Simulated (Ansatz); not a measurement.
# Calculations on C2H6ClNSiSn

**1. Relaxation**

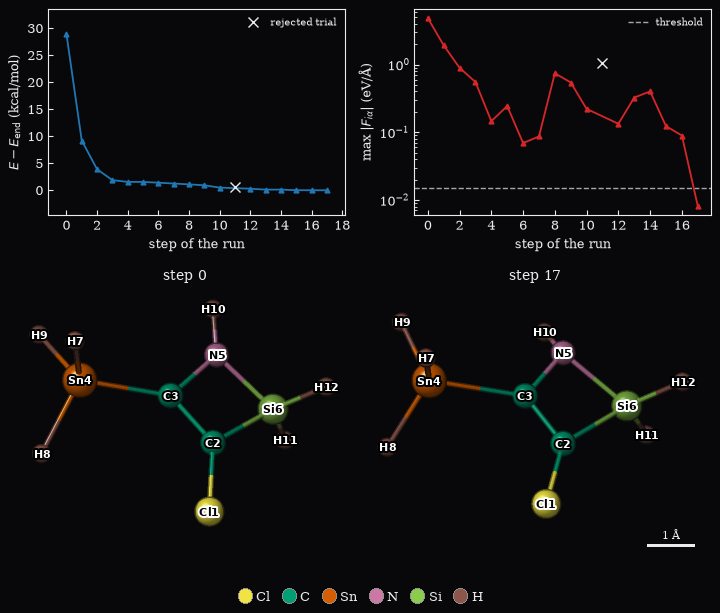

First and last geometry of a relaxation of C2H6ClNSiSn, with the history of the run. The picture is a ball-and-stick view, seen at a tilt.

The run prepares an end point of a later path (torsion) calculation, from a guessed geometry.

All numbers below come from RKS BHLYP-D4/def2-SVP in Ansatz 0.2.0. (no spin polarisation; force threshold 0.015 eV/Å; at most 40 steps)

Q: Did the run converge, and what did it change?

A: It converged. Over 16 accepted moves (17 points after the start) the energy falls by 29.0 kcal/mol. Largest force component: 4.8 eV/Å at the start, 0.0082 eV/Å at the end. The line search rejected the trial step at point 11 of the run. The atom that moves furthest after the best rigid fit is H10 (0.72 Å). Largest moves by element: H 0.72 Å, Cl 0.39 Å, Si 0.11 Å, C 0.10 Å, N 0.09 Å, Sn 0.07 Å. Some distances before and after: C3–Sn4 2.027 → 2.153 Å, C2–Si6 1.737 → 1.853 Å, N5–Si6 1.676 → 1.776 Å, C3–N5 1.508 → 1.422 Å. Among the angles between lasting bonds that change: C3–N5–H10 133.0° → 118.3°, Cl1–C2–Si6 131.8° → 143.7°, H11–Si6–H12 120.1° → 109.1°. Cost: 87 s on 2 threads of Intel(R) Xeon(R) Platinum 8488C (Sapphire Rapids), with other jobs on the host, peak memory 0.45 GiB.

**2. Relaxation**

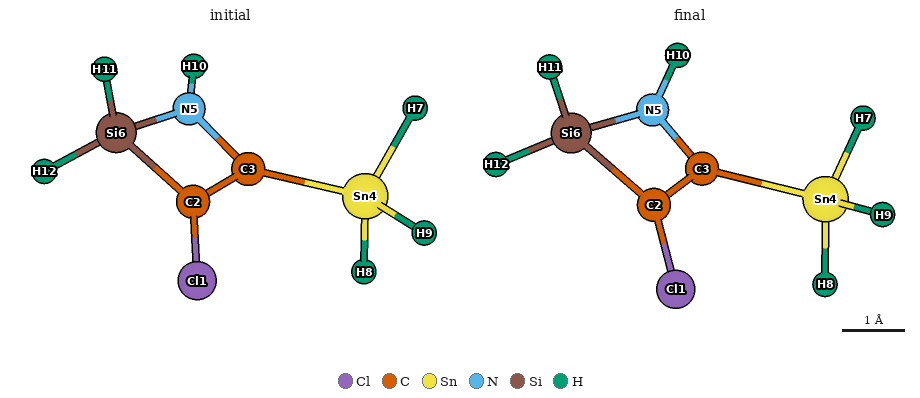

The structure of C$_{2}$H$_{6}$ClNSiSn before (left) and after (right) a relaxation, at one scale.

Style: ball-and-stick. Shown from a free direction.

The run prepares an end point of a later path (torsion) calculation, from a guessed geometry.

The calculation used Ansatz 0.2.0, RKS BHLYP-D4/def2-SVP. Set-up: no spin polarisation; force threshold 0.015 eV/Å; at most 40 steps.

Question: Describe what moved and what it gained.

Answer: Over 14 accepted moves (17 points after the start) the energy falls by 1.255 eV. The largest force component goes from 4.8 to 0.0069 eV/Å. The line search rejected the trial steps at points 9, 12, 14 of the run. The atom that moves furthest after the best rigid fit is H10 (0.68 Å). Largest moves by element: H 0.68 Å, Cl 0.39 Å, Si 0.10 Å, C 0.10 Å, N 0.09 Å, Sn 0.07 Å. Near-neighbour distances that change, for instance: C3–Sn4 2.027 → 2.152 Å, C2–Si6 1.737 → 1.853 Å, N5–Si6 1.676 → 1.775 Å, C3–N5 1.508 → 1.422 Å. Among the angles between lasting bonds that change: C3–N5–H10 133.0° → 118.2°, Cl1–C2–Si6 131.8° → 143.6°, H11–Si6–H12 120.1° → 109.1°. Cost: 87 s on 2 threads of Intel(R) Xeon(R) Platinum 8488C (Sapphire Rapids), with other jobs on the host, peak memory 0.45 GiB.

**3. Path**

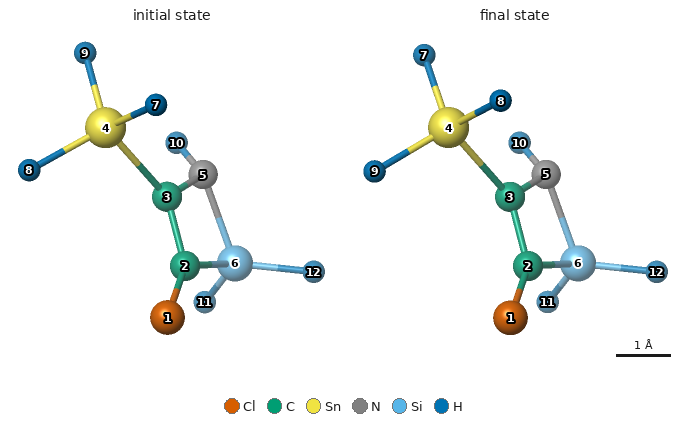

The two relaxed end points of a path for C2H6ClNSiSn. Style: ball-and-stick. Shown from a free direction.

The calculation used RKS BHLYP-D4/def2-SVP (Ansatz 0.2.0).

Input file:
```yaml
crystal:
  periodic: [false, false, false]
  atoms:
    - { symbol: Cl, position_ang: [-0.945106, -1.680369, -1.946445] }
    - { symbol: C, position_ang: [0.194543, -0.821064, -0.995119] }
    - { symbol: C, position_ang: [-0.057294, 0.017084, 0.030432] }
    - { symbol: Sn, position_ang: [-1.969906, 0.657989, 0.782442] }
    - { symbol: "N", position_ang: [1.196622, 0.305669, 0.635969] }
    - { symbol: Si, position_ang: [2.003063, -0.635922, -0.635047] }
    - { symbol: H, position_ang: [-2.706056, -0.629071, 1.617279] }
    - { symbol: H, position_ang: [-2.950427, 1.175538, -0.506768] }
    - { symbol: H, position_ang: [-1.670984, 1.953894, 1.853656] }
    - { symbol: H, position_ang: [1.372583, 1.248556, 0.941634] }
    - { symbol: H, position_ang: [2.828227, 0.153345, -1.575215] }
    - { symbol: H, position_ang: [2.781834, -1.800647, -0.168817] }
basis:
  gaussian: { orbitals: def2-SVP }
hamiltonian:
  xc: { name: BHLYP }
  dispersion: d4
neb:
  order_check: false
  images: 7
  f_tol: 0.03
  max_iterations: 31
  initial_path: idpp
  final_atoms:
    - { symbol: Cl, position_ang: [-0.79830509, -0.55849684, -2.56293548] }
    - { symbol: C, position_ang: [0.25708627, -0.37392966, -1.22420739] }
    - { symbol: C, position_ang: [-0.06035861, 0.01381758, 0.02726763] }
    - { symbol: Sn, position_ang: [-1.97560399, 0.63723735, 0.78641216] }
    - { symbol: "N", position_ang: [1.09926191, -0.19692609, 0.82343564] }
    - { symbol: Si, position_ang: [1.9878802, -0.67906783, -0.63595969] }
    - { symbol: H, position_ang: [-1.68623081, 1.3990944, 2.28712193] }
    - { symbol: H, position_ang: [-2.96388981, -0.72998999, 1.01048384] }
    - { symbol: H, position_ang: [-2.6970669, 1.72972822, -0.29795313] }
    - { symbol: H, position_ang: [1.33492536, 0.49730127, 1.51350628] }
    - { symbol: H, position_ang: [3.0485687, 0.25849434, -1.06477189] }
    - { symbol: H, position_ang: [2.53083178, -2.05226074, -0.62839888] }
```

Run as
```bash
ansatz run input.yaml --threads 2 --pin off --max-ram 3072MiB --backend cpu --events-out ev --progress --plain --runs-dir out
```

### What barrier does the band find between them, and by what path?

The two ends have the same energy, and the highest point, image 4, lies 0.030 eV above the start. The motion is a rotation about the C3–Sn4 bond by about 125°. No bond forms or breaks between the ends. The band is converged. At the top, the vibrational analysis gives one imaginary mode (71i cm⁻¹), as a transition state must have.

Energies of the converged images:

```json
{"image": "0", "path (Å)": "0.00", "E (eV)": "0.000"}
{"image": "1", "path (Å)": "0.62", "E (eV)": "0.004"}
{"image": "2", "path (Å)": "1.25", "E (eV)": "0.014"}
{"image": "3", "path (Å)": "1.87", "E (eV)": "0.025"}
{"image": "4", "path (Å)": "2.49", "E (eV)": "0.030"}
{"image": "5", "path (Å)": "3.12", "E (eV)": "0.025"}
{"image": "6", "path (Å)": "3.74", "E (eV)": "0.014"}
{"image": "7", "path (Å)": "4.36", "E (eV)": "0.003"}
{"image": "8", "path (Å)": "4.98", "E (eV)": "0.000"}
```

The geometry at the top of the path:

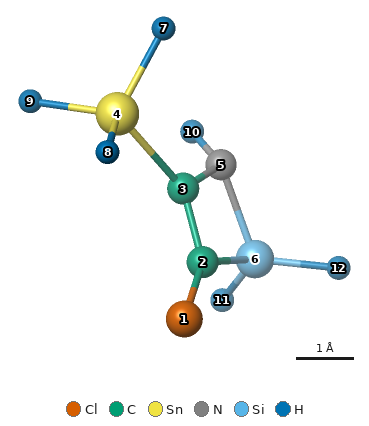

The run took 3.3 min on 2 threads of Intel(R) Xeon(R) Platinum 8488C (Sapphire Rapids), with other jobs on the host, peak memory 0.45 GiB.
